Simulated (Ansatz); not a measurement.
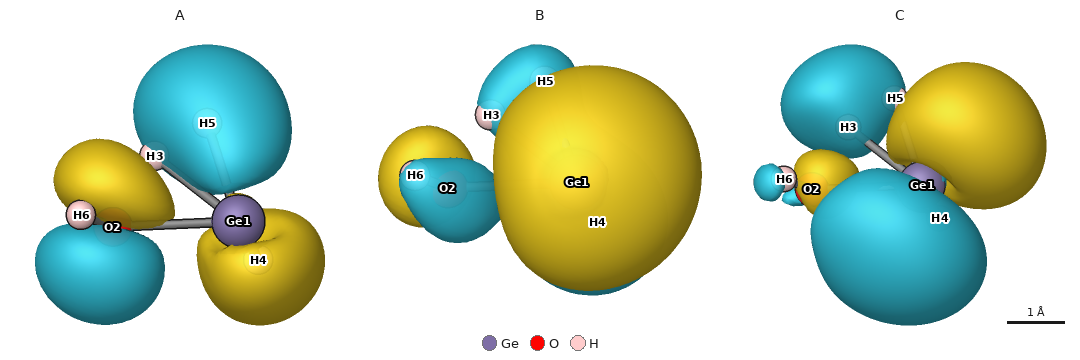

GeH$_{4}$O. Three frontier orbitals at ±0.08 Å⁻³ᐟ² (yellow and cyan are the two phases), in no order.

A transition-state structure; geometry: PBE0-D4/def2-TZVP.

Method: Ansatz 0.2.0, RKS PBE0-D4/def2-TZVPP.

The calculation's input:

```
crystal:
  periodic: [false, false, false]
  atoms:
    - {symbol: Ge, position_ang: [0.279814, 0.587178, -0.962258]}
    - {symbol: O, position_ang: [-0.710701, -0.786510, 0.106556]}
    - {symbol: H, position_ang: [0.373926, -0.243115, 0.684009]}
    - {symbol: H, position_ang: [-0.570152, 1.729743, -0.261252]}
    - {symbol: H, position_ang: [1.120989, 0.378587, 0.651057]}
    - {symbol: H, position_ang: [-0.493976, -1.665983, -0.218113]}
basis:
  gaussian: {orbitals: def2-TZVPP}
hamiltonian: {xc: pbe0, dispersion: d4}
output: {orbitals: {seedname: orbitals}}
```

Launched as:

```sh
ansatz run in.yaml --threads 2 --pin off --events-out ev --progress --plain --max-ram 4352MiB
```

> Which picture is the HOMO−1, the HOMO and the LUMO?

A is the HOMO−1 (−8.30 eV). Its weight (Hirshfeld) is mainly on O2 (about 45 %), H5 (about 20 %), Ge1 (about 15 %), H4 (about 10 %) and H3 (about 5 %). B is the HOMO (−6.87 eV). By Hirshfeld shares it lies mainly on Ge1 (about 65 %), H4 (about 15 %) and O2 (about 10 %). C is the LUMO (−1.52 eV). It lies mainly on Ge1 (about 70 %), O2 (about 10 %), H3 (about 10 %) and H5 (about 5 %).

> What is the HOMO–LUMO gap?

5.35 eV between the orbital energies.
